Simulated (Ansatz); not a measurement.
# C2H9GeNO (SMILES C[C](N)(O)[GeH3]): what the fields show

| atom | x (Å) | y (Å) | z (Å) |
| --- | --- | --- | --- |
| C | -1.4174 | 0.5237 | 0.3374 |
| C | -0.0099 | 0.3866 | -0.2471 |
| N | 0.8342 | 1.4386 | 0.2835 |
| O | -0.0085 | 0.5939 | -1.6596 |
| Ge | 0.7764 | -1.4622 | 0.1028 |
| H | -1.8028 | 1.5381 | 0.1040 |
| H | -1.4215 | 0.3832 | 1.4381 |
| H | -2.1050 | -0.2308 | -0.0963 |
| H | 1.7978 | 1.3395 | -0.0603 |
| H | 0.8615 | 1.4066 | 1.3086 |
| H | -0.5788 | -0.0935 | -2.0517 |
| H | 0.7982 | -1.8081 | 1.6233 |
| H | 2.2449 | -1.4405 | -0.4075 |
| H | 0.0178 | -2.6045 | -0.6464 |

Method: RKS PBE/def2-SVP in Ansatz 0.2.0.

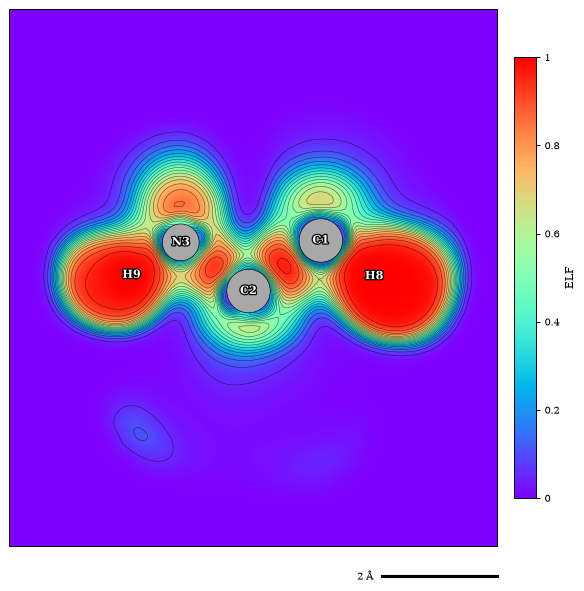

Figure 1. Electron localisation function on the plane of atoms C2, C1 and H8. Grey discs cover the atomic cores.

Interpret the plot.

Answer.
- Atoms in the plane: C, N and H.
- C–N (1.45 Å): the ELF peaks at about 0.95 between the atoms; a shared electron pair.
- C–C (1.53 Å): the ELF peaks at about 0.95 between the atoms, as expected for localised, covalent bonding.
- N–H (1.03 Å): the ELF climbs to about 1 towards the hydrogen, as it does in any bond to H: a covalent bond by its length.
- C–H (1.11 Å): the ELF climbs to about 1 towards the hydrogen: a covalent bond by its length.

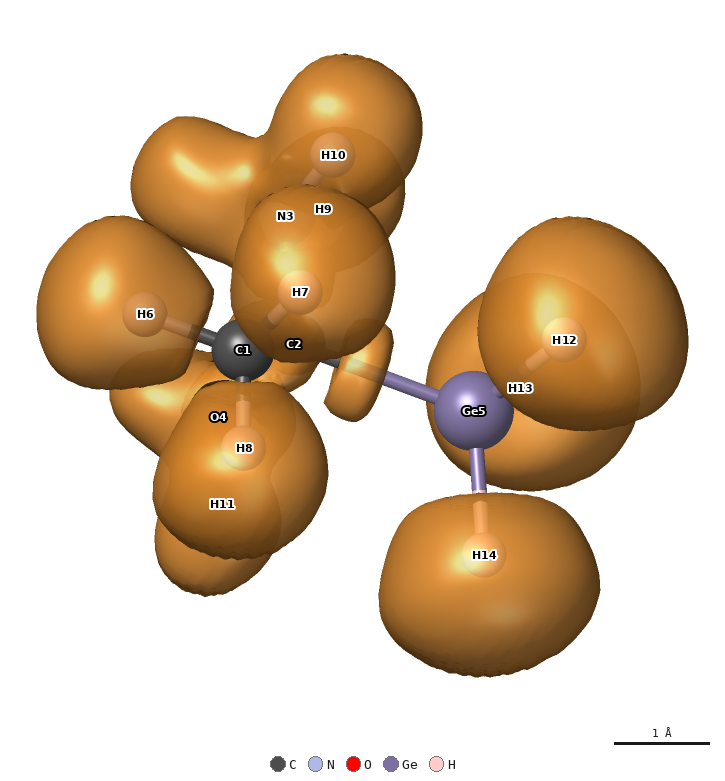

Figure 2. Isosurface of the electron localisation function at 0.75 (orange), seen at a tilt. Core shells and regions of very low density are left out.

Identify the bonds, lone pairs and shells in this picture.

Answer. The ELF exceeds this value in one region between bonded C–C atoms (shared pairs), six regions around hydrogen nuclei, one lobe of the valence shell of C pointing towards Ge (polar bonds), one joined region spread over several atoms (H, N), in which their bonds and any lone pairs are merged and one joined region spread over several atoms (H, O), in which their bonds and any lone pairs are merged.


C–O (1.43 Å): the ELF peaks at about 0.95 between the atoms (a polar covalent bond).

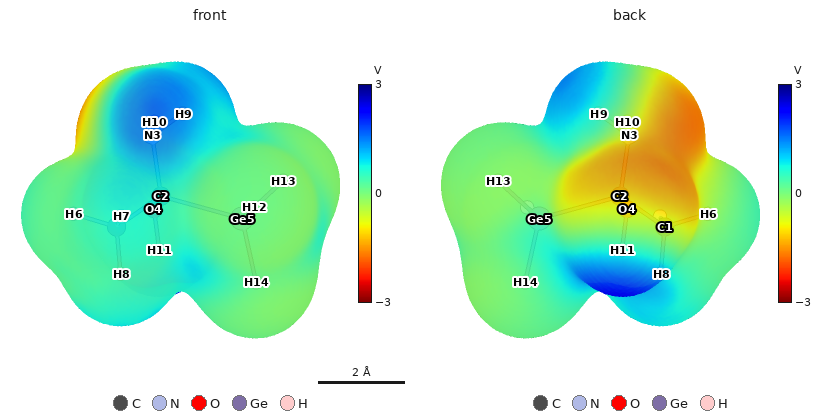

Figure 3. The electrostatic potential painted on the density surface at 0.002 e/bohr³, seen from the front and from behind; red is negative and blue positive.

Describe the electrostatic potential map.

Answer. The most negative region (about −1.7 V, or −39 kcal/mol for a unit charge) lies over N3, the most positive (about +2.2 V, or +51 kcal/mol for a unit charge) over H11. N3 is the likeliest acceptor of a hydrogen bond.

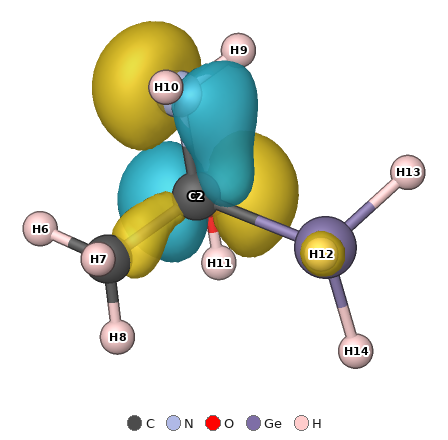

Figure 4. The HOMO−1 at ±0.15 Å⁻³ᐟ² (yellow and cyan are the two phases), seen at a tilt.

What is the character of this orbital?

Answer. Its weight (Hirshfeld) is mainly on O4 (about 45 %), N3 (about 25 %) and C2 (about 5 %); largely a combination of lone pairs on O4 and N3. Its energy is −6.32 eV.
